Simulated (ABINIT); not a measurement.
# A GW chain in ABINIT: Ga2O3 (C2/m), part 2 of 3

How does a plane-wave GW calculation on Ga2O3 (C2/m) run from the first input to the gap?

ABINIT 10.8.3; PBE and many-body steps on it, plane waves. Known limits of the many-body steps: not at the basis limit; no spin-orbit coupling; coarse k mesh.

So far. Step 2 (Ground state): The gap is indirect, with the least direct gap 0.018 eV higher.

## 3. Bands along the symmetry lines

Level of this step: DFT, PBE, plane waves, norm-conserving pseudopotentials (ABINIT).

The cheap functional maps the bands first; the places of the edges decide which points the dearer methods must see.

File run.abi:

```
acell 3*1.0 Angstrom
rprim 
  6.107000000000 -1.518550000000 0.000000000000
  6.107000000000 1.518550000000 0.000000000000
  -1.385988895900 0.000000000000 5.630008738000
ntypat 2
znucl 31 8
natom 10
typat 1 1 1 1 2 2 2 2 2 2
xred 
  0.090500000000 0.090500000000 0.794600000000
  0.909500000000 0.909500000000 0.205400000000
  0.658660000000 0.658660000000 0.314020000000
  0.341340000000 0.341340000000 0.685980000000
  0.164500000000 0.164500000000 0.109800000000
  0.835500000000 0.835500000000 0.890200000000
  0.173300000000 0.173300000000 0.563200000000
  0.826700000000 0.826700000000 0.436800000000
  0.495900000000 0.495900000000 0.256600000000
  0.504100000000 0.504100000000 0.743400000000
pp_dirpath "pseudos"
pseudos "Ga.upf, O.upf"
ecut 45
iscf -2
irdden 1
kptopt 0
nkpt 40
kpt 
  0.00000000 0.00000000 0.00000000
  -0.06659860 0.06659860 0.00000000
  -0.13319720 0.13319720 0.00000000
  -0.19979580 0.19979580 0.00000000
  -0.26639440 0.26639440 0.00000000
  -0.73360560 -0.26639440 0.00000000
  -0.67520420 -0.32479580 0.00000000
  -0.61680280 -0.38319720 0.00000000
  -0.55840140 -0.44159860 0.00000000
  -0.50000000 -0.50000000 0.00000000
  -0.37500000 -0.37500000 0.00000000
  -0.25000000 -0.25000000 0.00000000
  -0.12500000 -0.12500000 0.00000000
  0.00000000 0.00000000 0.00000000
  -0.12500000 -0.12500000 0.12500000
  -0.25000000 -0.25000000 0.25000000
  -0.37500000 -0.37500000 0.37500000
  -0.50000000 -0.50000000 0.50000000
  -0.56046527 -0.43953473 0.50000000
  -0.62093054 -0.37906946 0.50000000
  -0.68139580 -0.31860420 0.50000000
  -0.74186107 -0.25813893 0.50000000
  -0.25813893 0.25813893 0.50000000
  -0.19360420 0.19360420 0.50000000
  -0.12906946 0.12906946 0.50000000
  -0.06453473 0.06453473 0.50000000
  0.00000000 0.00000000 0.50000000
  0.00000000 0.00000000 0.37500000
  0.00000000 0.00000000 0.25000000
  0.00000000 0.00000000 0.12500000
  0.00000000 0.00000000 0.00000000
  -0.50000000 0.00000000 0.50000000
  -0.37500000 0.00000000 0.37500000
  -0.25000000 0.00000000 0.25000000
  -0.12500000 0.00000000 0.12500000
  0.00000000 0.00000000 0.00000000
  -0.12500000 0.00000000 0.00000000
  -0.25000000 0.00000000 0.00000000
  -0.37500000 0.00000000 0.00000000
  -0.50000000 0.00000000 0.00000000
istwfk *1
nband 67
nbdbuf 2
tolwfr 1e-08
nstep 40
prtwf 0
prtvol 0
indata_prefix "in"
outdata_prefix "out"
tmpdata_prefix "tmp"
```

Run with:

```console
> OMP_NUM_THREADS=1 mpirun -n 4 abinit run.abi > log
```

Numbers of over 12 decimals in the logs are rounded to 6 here.

The log of the run:

```text
.Version 10.8.3 of ABINIT. v10.8.2 released Aug 2026.

 Symmetries : space group C2/m (# 12); Bravais mC (1-face-center monocl.)
[... echo of the input left out ...]
== DATASET  1 ==================================================================
-   mpi_nproc: 4, omp_nthreads: 1 (-1 if OMP is not activated)

--- !DatasetInfo
iteration_state: {dtset: 1, }
dimensions: {natom: 10, nkpt: 40, mband: 67, nsppol: 1, nspinor: 1, nspden: 1, mpw: 10196, }
cutoff_energies: {ecut:  45.0, pawecutdg:  -1.0, }
electrons: {nelect:   1.20000000E+02, charge:   0.00000000E+00, occopt:   1.00000000E+00, tsmear:   1.00000000E-02, }

 Real(R)+Recip(G) space primitive vectors, cartesian coordinates (Bohr,Bohr^-1):
 R(1)= 11.5405575 -2.8696436  0.0000000  G(1)=  0.0433255 -0.1742377  0.0106658
 R(2)= 11.5405575  2.8696436  0.0000000  G(2)=  0.0433255  0.1742377  0.0106658
 R(3)= -2.6191394  0.0000000 10.6391746  G(3)=  0.0000000  0.0000000  0.0939923
 Unit cell volume ucvol=  7.0468120E+02 bohr^3
 Angles (23,13,12)=  1.03413542E+02  1.03413542E+02  2.79276276E+01 degrees

 getcut: wavevector=  0.0000  0.0000  0.0000  ngfft=  72  72  72
         ecut(hartree)=     45.000   => boxcut(ratio)=   2.00517

--- Pseudopotential description ------------------------------------------------
- Ga Generated using ONCVPSP code by D. R. Hamann
- 31.00000  21.00000  171031                  znucl, zion, pspdat
12 -101130 2 -1 1902                          pspcod,pspxc,lmax,lloc,mmax
     nproj     2     2     2
  pspatm : epsatm=   21.85474337
         --- l  ekb(1:nproj) -->
             0    4.962806   -1.220223
             1   -5.679278   -1.350476
             2  -10.596651   -3.839775
 pspatm: atomic psp has been read  and splines computed

- O Generated using ONCVPSP code by D. R. Hamann
-  8.00000   6.00000  171031                  znucl, zion, pspdat
12 -101130 2 -1 936                           pspcod,pspxc,lmax,lloc,mmax
     nproj     2     2     1
  pspatm : epsatm=    6.17005460
         --- l  ekb(1:nproj) -->
[...]
2   -1.331955
 pspatm: atomic psp has been read  and splines computed

--------------------------------------------------------------------------------

================================================================================
 prteigrs : about to open file out_EIG
 Non-SCF case, kpt    1 (  0.00000  0.00000  0.00000), residuals and eigenvalues=
  4.17E-09  3.76E-09  4.24E-09  3.69E-09  7.45E-09  6.95E-09  4.05E-09  5.32E-09
  1.26E-09  1.68E-09  2.70E-09  3.92E-09  5.79E-09  4.53E-09  5.67E-09  3.56E-09
  2.16E-09  9.33E-09  9.03E-09  4.71E-09  1.71E-09  9.65E-09  7.51E-09  8.50E-09
[...]
-5.0183E+00 -5.0183E+00 -5.0142E+00 -5.0142E+00 -3.2068E+00 -3.2068E+00
 -3.2062E+00 -3.2062E+00 -3.2043E+00 -3.2043E+00 -3.2020E+00 -3.2020E+00
 -3.2009E+00 -3.2009E+00 -3.2009E+00 -3.2008E+00 -5.0489E-01 -4.6264E-01
[...]
1.3388E-01  1.4225E-01  1.6159E-01  1.6323E-01  1.7259E-01  1.8497E-01
  3.9958E-01  4.3134E-01  4.5691E-01  4.6662E-01  4.8685E-01  5.0566E-01
  5.5802E-01

--- !ResultsGS
iteration_state: {dtset: 1, }
comment   : Summary of ground state results
lattice_vectors:
- [ 11.5405575,  -2.8696436,   0.0000000, ]
- [ 11.5405575,   2.8696436,   0.0000000, ]
- [ -2.6191394,   0.0000000,  10.6391746, ]
lattice_lengths: [  11.89199,   11.89199,   10.95682, ]
lattice_angles: [103.414, 103.414,  27.928, ] # degrees, (23, 13, 12)
lattice_volume:   7.0468120E+02
convergence: {deltae:  0.000E+00, res2:  0.000E+00, residm:  9.963E-09, diffor:  0.000E+00, }
etotal    :  -1.09291994E+03
entropy   :   0.00000000E+00
fermie    :   1.89471188E-01
cartesian_stress_tensor: null
pressure_GPa: null
xred      :
- [  9.0500E-02,   9.0500E-02,   7.9460E-01, Ga]
- [  9.0950E-01,   9.0950E-01,   2.0540E-01, Ga]
- [  6.5866E-01,   6.5866E-01,   3.1402E-01, Ga]
- [  3.4134E-01,   3.4134E-01,   6.8598E-01, Ga]
- [  1.6450E-01,   1.6450E-01,   1.0980E-01,  O]
- [  8.3550E-01,   8.3550E-01,   8.9020E-01,  O]
- [  1.7330E-01,   1.7330E-01,   5.6320E-01,  O]
- [  8.2670E-01,   8.2670E-01,   4.3680E-01,  O]
- [  4.9590E-01,   4.9590E-01,   2.5660E-01,  O]
- [  5.0410E-01,   5.0410E-01,   7.4340E-01,  O]
cartesian_forces: null
force_length_stats: {min: null, max: null, mean: null, }

 Integrated electronic density in atomic spheres:
 ------------------------------------------------
 Atom  Sphere_radius  Integrated_density
[...]
================================================================================

 ----iterations are completed or convergence reached----

 Mean square residual over all n,k,spin=   53.793E-10; max=  99.635E-10
 reduced coordinates (array xred) for   10 atoms
[...]
cartesian coordinates (angstrom) at end:
    1      0.00406022     0.000000     4.473605
    2     10.823951    -0.000000     1.156404
    3      7.609645     0.000000     1.767935
[...]
9      5.701278    -0.000000     1.444660
   10      5.126733     0.000000     4.185348
 length scales=  1.889726125908  1.889726125908  1.889726125908 bohr
              =  1.000000000000  1.000000000000  1.000000000000 angstroms
 prteigrs : about to open file out_EIG
 Eigenvalues (hartree) for nkpt=  40  k points:
 kpt#   1, nband= 67, wtk=  1.00000, kpt=  0.0000  0.0000  0.0000 (reduced coord)
[...]
kpt#   2, nband= 67, wtk=  1.00000, kpt= -0.0666  0.0666  0.0000 (reduced coord)
[...]
kpt#   3, nband= 67, wtk=  1.00000, kpt= -0.1332  0.1332  0.0000 (reduced coord)
[...]
kpt#  39, nband= 67, wtk=  1.00000, kpt= -0.3750  0.0000  0.0000 (reduced coord)
[...]
0.51327    0.51947    0.54683
 kpt#  40, nband= 67, wtk=  1.00000, kpt= -0.5000  0.0000  0.0000 (reduced coord)
[...]
0.05722    0.06539    0.07440    0.07518    0.11105    0.12030    0.13388    0.14225
   0.16159    0.16323    0.17259    0.18497    0.39958    0.43134    0.45691    0.46662
   0.48685    0.50566    0.55802

== END DATASET(S) ==============================================================
================================================================================

 -outvars: echo values of variables after computation  --------
            nband          67
             nkpt          40
          spgroup          12
 [... the other variables as echoed above ...]

 Calculation completed.
```

Run time: 3.9 min. Hardware: 4 MPI ranks of Arm Neoverse V2, shared host; peak memory 0.82 GiB; 15 min of CPU time.

This step gave:

```yaml
gap: 2.451 eV
k_of_the_valence_top: -0.5605, -0.4395, 0.5
k_of_the_conduction_bottom: 0, 0, 0
least_direct_gap: 2.480 eV
```

The gap is 2.451 eV, −0.011 eV from the run before at this level.

The electronic bands at the labelled points (eV, zero at the top of the highest filled band):

```
     point  band 57  band 58  band 59  band 60  band 61  band 62  band 63  band 64
         Γ    -0.67    -0.48    -0.29    -0.03     2.45     5.74     6.77     6.80
         C    -0.86    -0.76    -0.49    -0.13     5.84     6.50     7.01     7.17
jump to C2    -0.86    -0.76    -0.49    -0.13     5.84     6.50     7.01     7.17
        Y2    -0.68    -0.68    -0.42    -0.17     4.60     4.85     5.88     6.63
         Γ    -0.67    -0.48    -0.29    -0.03     2.45     5.74     6.77     6.80
        M2    -0.65    -0.62    -0.60    -0.01     5.22     5.35     6.29     6.58
         D    -1.14    -0.89    -0.87    -0.64     6.98     7.05     7.71     8.09
jump to D2    -1.14    -0.89    -0.87    -0.64     6.98     7.05     7.71     8.09
         A    -0.65    -0.64    -0.51    -0.31     4.81     4.93     6.76     7.26
         Γ    -0.67    -0.48    -0.29    -0.03     2.45     5.74     6.77     6.80
jump to L2    -1.12    -1.05    -0.74    -0.65     6.95     6.98     7.87     8.06
         Γ    -0.67    -0.48    -0.29    -0.03     2.45     5.74     6.77     6.80
        V2    -0.77    -0.73    -0.47    -0.13     5.71     6.57     7.27     7.53
```

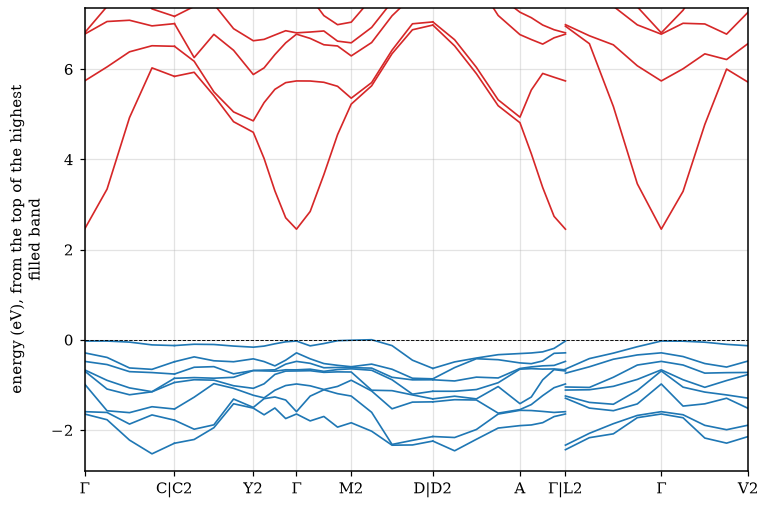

Electronic bands along the path; lines of filled and empty bands in two colours.

## 4. Empty states on the mesh, 4×4×2 mesh, 126 bands

The sums over transitions need many empty states on a uniform mesh; this step solves for them.

File run.abi:

```
acell 3*1.0 Angstrom
rprim 
  6.107000000000 -1.518550000000 0.000000000000
  6.107000000000 1.518550000000 0.000000000000
  -1.385988895900 0.000000000000 5.630008738000
ntypat 2
znucl 31 8
natom 10
typat 1 1 1 1 2 2 2 2 2 2
xred 
  0.090500000000 0.090500000000 0.794600000000
  0.909500000000 0.909500000000 0.205400000000
  0.658660000000 0.658660000000 0.314020000000
  0.341340000000 0.341340000000 0.685980000000
  0.164500000000 0.164500000000 0.109800000000
  0.835500000000 0.835500000000 0.890200000000
  0.173300000000 0.173300000000 0.563200000000
  0.826700000000 0.826700000000 0.436800000000
  0.495900000000 0.495900000000 0.256600000000
  0.504100000000 0.504100000000 0.743400000000
pp_dirpath "pseudos"
pseudos "Ga.upf, O.upf"
ecut 45
ngkpt 4 4 2
nshiftk 1
shiftk 0 0 0
kptopt 1
chksymbreak 0
iscf -2
irdden 1
istwfk *1
nband 126
nbdbuf 10
tolwfr 1e-09
nstep 60
prtvol 0
indata_prefix "in"
outdata_prefix "out"
tmpdata_prefix "tmp"
```

The log of the run:

```text
.Version 10.8.3 of ABINIT. v10.8.2 released Aug 2026.

 Symmetries : space group C2/m (# 12); Bravais mC (1-face-center monocl.)
[... echo of the input left out ...]
== DATASET  1 ==================================================================
-   mpi_nproc: 4, omp_nthreads: 1 (-1 if OMP is not activated)

--- !DatasetInfo
iteration_state: {dtset: 1, }
dimensions: {natom: 10, nkpt: 14, mband: 126, nsppol: 1, nspinor: 1, nspden: 1, mpw: 10196, }
cutoff_energies: {ecut:  45.0, pawecutdg:  -1.0, }
electrons: {nelect:   1.20000000E+02, charge:   0.00000000E+00, occopt:   1.00000000E+00, tsmear:   1.00000000E-02, }

 Real(R)+Recip(G) space primitive vectors, cartesian coordinates (Bohr,Bohr^-1):
 R(1)= 11.5405575 -2.8696436  0.0000000  G(1)=  0.0433255 -0.1742377  0.0106658
 R(2)= 11.5405575  2.8696436  0.0000000  G(2)=  0.0433255  0.1742377  0.0106658
 R(3)= -2.6191394  0.0000000 10.6391746  G(3)=  0.0000000  0.0000000  0.0939923
 Unit cell volume ucvol=  7.0468120E+02 bohr^3
 Angles (23,13,12)=  1.03413542E+02  1.03413542E+02  2.79276276E+01 degrees

 getcut: wavevector=  0.0000  0.0000  0.0000  ngfft=  72  72  72
         ecut(hartree)=     45.000   => boxcut(ratio)=   2.00517

--- Pseudopotential description ------------------------------------------------
- Ga Generated using ONCVPSP code by D. R. Hamann
- 31.00000  21.00000  171031                  znucl, zion, pspdat
12 -101130 2 -1 1902                          pspcod,pspxc,lmax,lloc,mmax
     nproj     2     2     2
  pspatm : epsatm=   21.85474337
         --- l  ekb(1:nproj) -->
             0    4.962806   -1.220223
             1   -5.679278   -1.350476
             2  -10.596651   -3.839775
 pspatm: atomic psp has been read  and splines computed

- O Generated using ONCVPSP code by D. R. Hamann
-  8.00000   6.00000  171031                  znucl, zion, pspdat
12 -101130 2 -1 936                           pspcod,pspxc,lmax,lloc,mmax
     nproj     2     2     1
  pspatm : epsatm=    6.17005460
         --- l  ekb(1:nproj) -->
[...]
2   -1.331955
 pspatm: atomic psp has been read  and splines computed

--------------------------------------------------------------------------------

================================================================================
 prteigrs : about to open file out_EIG
 Non-SCF case, kpt    1 (  0.00000  0.00000  0.00000), residuals and eigenvalues=
  5.88E-10  7.06E-10  9.51E-10  7.75E-10  6.52E-10  8.87E-10  5.59E-10  6.69E-10
  5.24E-10  6.99E-10  4.31E-10  3.89E-10  5.01E-10  9.15E-10  5.33E-10  4.51E-10
  2.84E-10  1.45E-10  5.28E-10  1.88E-10  1.70E-10  9.93E-10  2.41E-10  3.07E-10
[...]
1.15E-08  1.71E-07  1.07E-06  2.60E-06  6.43E-05  6.60E-05
 -5.0183E+00 -5.0183E+00 -5.0142E+00 -5.0142E+00 -3.2068E+00 -3.2068E+00
 -3.2062E+00 -3.2062E+00 -3.2043E+00 -3.2043E+00 -3.2020E+00 -3.2020E+00
[...]
1.4885E+00  1.5249E+00  1.5343E+00  1.5443E+00  1.5803E+00  1.5931E+00
 prteigrs : prtvol=0 or 1, do not print more k-points.

--- !ResultsGS
iteration_state: {dtset: 1, }
comment   : Summary of ground state results
lattice_vectors:
- [ 11.5405575,  -2.8696436,   0.0000000, ]
- [ 11.5405575,   2.8696436,   0.0000000, ]
- [ -2.6191394,   0.0000000,  10.6391746, ]
lattice_lengths: [  11.89199,   11.89199,   10.95682, ]
lattice_angles: [103.414, 103.414,  27.928, ] # degrees, (23, 13, 12)
lattice_volume:   7.0468120E+02
convergence: {deltae:  0.000E+00, res2:  0.000E+00, residm:  9.998E-10, diffor:  0.000E+00, }
etotal    :  -1.09291994E+03
entropy   :   0.00000000E+00
fermie    :   1.89471188E-01
cartesian_stress_tensor: null
pressure_GPa: null
xred      :
- [  9.0500E-02,   9.0500E-02,   7.9460E-01, Ga]
- [  9.0950E-01,   9.0950E-01,   2.0540E-01, Ga]
- [  6.5866E-01,   6.5866E-01,   3.1402E-01, Ga]
- [  3.4134E-01,   3.4134E-01,   6.8598E-01, Ga]
- [  1.6450E-01,   1.6450E-01,   1.0980E-01,  O]
- [  8.3550E-01,   8.3550E-01,   8.9020E-01,  O]
- [  1.7330E-01,   1.7330E-01,   5.6320E-01,  O]
- [  8.2670E-01,   8.2670E-01,   4.3680E-01,  O]
- [  4.9590E-01,   4.9590E-01,   2.5660E-01,  O]
- [  5.0410E-01,   5.0410E-01,   7.4340E-01,  O]
cartesian_forces: null
force_length_stats: {min: null, max: null, mean: null, }

 Integrated electronic density in atomic spheres:
 ------------------------------------------------
 Atom  Sphere_radius  Integrated_density
[...]
================================================================================

 ----iterations are completed or convergence reached----

 Mean square residual over all n,k,spin=   43.030E-11; max=  99.982E-11
 reduced coordinates (array xred) for   10 atoms
[...]
0.495900000000      0.495900000000      0.256600000000
       0.504100000000      0.504100000000      0.743400000000

 cartesian coordinates (angstrom) at end:
    1      0.00406022     0.000000     4.473605
    2     10.823951    -0.000000     1.156404
    3      7.609645     0.000000     1.767935
[...]
9      5.701278    -0.000000     1.444660
   10      5.126733     0.000000     4.185348
 length scales=  1.889726125908  1.889726125908  1.889726125908 bohr
              =  1.000000000000  1.000000000000  1.000000000000 angstroms
 prteigrs : about to open file out_EIG
 Eigenvalues (hartree) for nkpt=  14  k points:
 kpt#   1, nband=126, wtk=  0.03125, kpt=  0.0000  0.0000  0.0000 (reduced coord)
[...]
1.27229    1.28461    1.31962    1.33186    1.35441    1.35870    1.38610    1.40442
   1.41645    1.41730    1.43391    1.43878    1.44064    1.45650    1.48103    1.48137
   1.48845    1.52488    1.53426    1.54434    1.58031    1.59311
 prteigrs : prtvol=0 or 1, do not print more k-points.

== END DATASET(S) ==============================================================
================================================================================

 -outvars: echo values of variables after computation  --------
            nband         126
             nkpt          14
          spgroup          12
 [... the other variables as echoed above ...]

 Calculation completed.
```

Wall time 2.8 min (4 MPI ranks); peak memory 0.72 GiB.

This step gave:

```
gap                                                           : 2.462 eV
k of the valence top                                          : 0.5, 0.5, 0.5
k of the conduction bottom                                    : 0, 0, 0
least direct gap                                              : 2.480 eV
k points computed                                             : 14
lowest point of the top converged band, above the valence top : 33.05 eV
```

On this mesh the gap is 2.462 eV.

[end of part 2 of 3]

[Paths, hosts, dates, memory and timing lines, banners, echoed tables and standing remarks are left out of the program output.]

[Logs are printed without paths, hosts, clocks, repeated set-up lines and the standing remarks that a program may print on its own settings, such as how far it seeks lower states.]

[Runs of the session that timed out or met a known fault of the program may be left out.]

[Hosts, paths, dates, database ids (printed as entryN), source tags and the programs' standing remarks are cut or masked in the printed files.]

[G0W0 gaps are taken among the corrected bands and points alone; a level outside them can change the order at an edge.]

[Where Ansatz stands beside ABINIT at settings called matched, ABINIT's density can come from a denser mesh and the files from another edition; pairs whose starting gaps differed by over 0.03 eV were left out, so agreement reads better than it is.]
